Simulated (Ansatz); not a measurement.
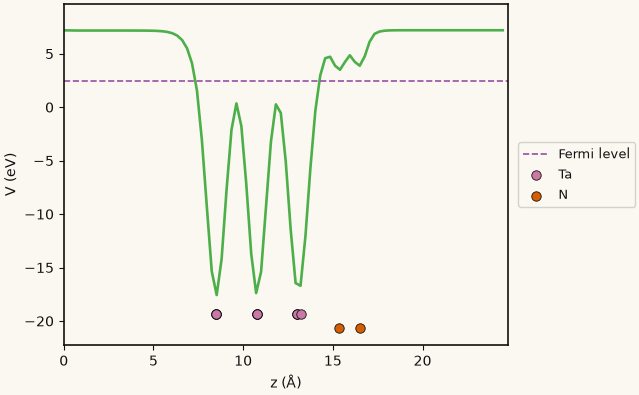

Plane-averaged electrostatic potential energy of an electron across the slab; circles at the bottom mark the heights of the atoms (positions after relaxation).

System: a (110) slab cut from Ta (Im-3m), of composition Ta6N (not the bulk's), ended by Ta planes, 14 atoms in the cell. Starting structure of the relaxation:

```yaml
crystal:
  lattice:
    - [5.68969, 0.00000, 0.00000]
    - [-1.89656, 5.36430, 0.00000]
    - [0.00000, 0.00000, 24.74562]
  atoms:
    - { symbol: Ta, position: [0.25000, 0.25000, 0.34350] }
    - { symbol: Ta, position: [0.25000, 0.75000, 0.34350] }
    - { symbol: Ta, position: [0.75000, 0.25000, 0.34350] }
    - { symbol: Ta, position: [0.75000, 0.75000, 0.34350] }
    - { symbol: Ta, position: [0.50000, 0.50000, 0.43554] }
    - { symbol: Ta, position: [0.50000, 0.00000, 0.43554] }
    - { symbol: Ta, position: [0.00000, 0.50000, 0.43554] }
    - { symbol: Ta, position: [0.00000, 0.00000, 0.43554] }
    - { symbol: Ta, position: [0.75000, 0.75000, 0.52739] }
    - { symbol: Ta, position: [0.75000, 0.25000, 0.52739] }
    - { symbol: Ta, position: [0.25000, 0.75000, 0.52739] }
    - { symbol: Ta, position: [0.25000, 0.25000, 0.52739] }
    - { symbol: N, position: [0.25000, 0.25000, 0.63327] }
    - { symbol: N, position: [0.25000, 0.25000, 0.67772] }
```

Computed with Ansatz: DFT PBE+D3(BJ), scalar-relativistic, plane waves, PAW, no spin polarisation, 6×6×1 k mesh, 420 eV cutoff, Gaussian smearing of 0.1 eV.

> What is the work function?

The work function is 4.77 eV, the same on both faces. The two vacuum levels agree, so the slab has no net dipole along its normal.

> How thick are slab and vacuum?

The outermost atoms are 8.0 Å apart, which leaves 16.8 Å of vacuum in a cell 24.7 Å high.

Spin-orbit coupling is left out, which matters for Ta.
